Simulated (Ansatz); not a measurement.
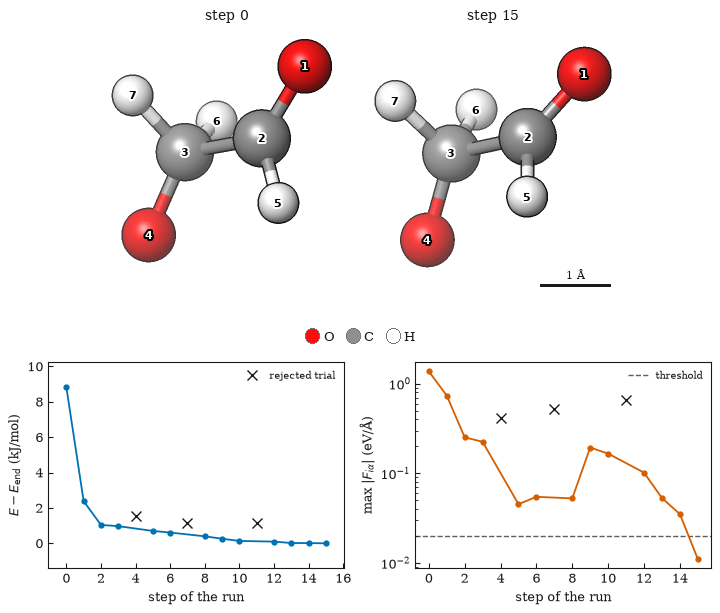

First and last geometry of a relaxation of C$_{2}$H$_{3}$O$_{2}$ (charge −1), with the history of the run. A ball-and-stick model, seen from a free direction.

The run prepares the start of a later molecular dynamics calculation, from a guessed geometry.

Method: RKS PBE0/def2-SVP in Ansatz 0.2.0. Set-up: no spin polarisation; force threshold 0.02 eV/Å; at most 40 steps.

Question: What do the curves and the structures tell?

Answer: It converged. H5 moves most after the best rigid fit: 0.31 Å. Largest moves by element: H 0.31 Å, O 0.28 Å, C 0.04 Å. Among the contacts that change: C3–H7 1.145 → 1.183 Å, C2–H5 1.115 → 1.137 Å, C2–C3 1.514 → 1.529 Å, O1–C2 1.224 → 1.214 Å. Bond angles that change, for instance: O4–C3–H6 114.8° → 119.8°, O4–C3–H7 114.5° → 118.6°, C3–C2–H5 113.4° → 109.3°. Groups turn about C2–C3 by about 25°. The energy falls by 8.84 kJ/mol in 12 accepted moves (15 points after the start). Largest force component: 1.4 eV/Å at the start, 0.011 eV/Å at the end. The line search rejected the trial steps at points 4, 7, 11 of the run. The run took 15 s on 1 thread of AMD EPYC 9R45 96-Core Processor (Zen 5), on a shared host, peak memory 0.15 GiB.

```tsv
step	E − E(0), kJ/mol	largest force component, eV/Å	note
0	0.00	1.3730	
1	-6.45	0.7381	
2	-7.80	0.2528	
3	-7.87	0.2248	
4	-7.31	0.4139	rejected
5	-8.14	0.0453	
6	-8.23	0.0548	
7	-7.67	0.5275	rejected
8	-8.44	0.0526	
9	-8.58	0.1941	
10	-8.70	0.1661	
11	-7.69	0.6594	rejected
12	-8.74	0.1020	
13	-8.82	0.0531	
14	-8.82	0.0351	
15	-8.84	0.0111
```

Limits of the set-up: the basis has no diffuse functions, which an anion needs.
